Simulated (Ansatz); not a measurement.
The parent structure is AlN in the wurtzite structure (space group P6_3mc, No. 186; a = 3.130 Å, c = 5.018 Å). Axes: x lies along a and z along c of the hexagonal cell.

One thing is altered: tensile biaxial strain of 0.66 % in the plane normal to [001], as in epitaxy on a mismatched substrate; the out-of-plane cell vector and the atoms relax.

Computed with PBE, PAW, 420 eV (Ansatz, a quantum-chemistry and plane-wave program; no SOC).

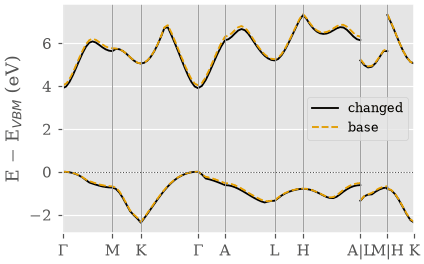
Figure. Highest valence and lowest conduction band along the path, each from its own valence-band maximum

The gap is 3.90 eV, direct at Γ; the base has 4.03 eV.

Whether these cells are dynamically stable was not tested.
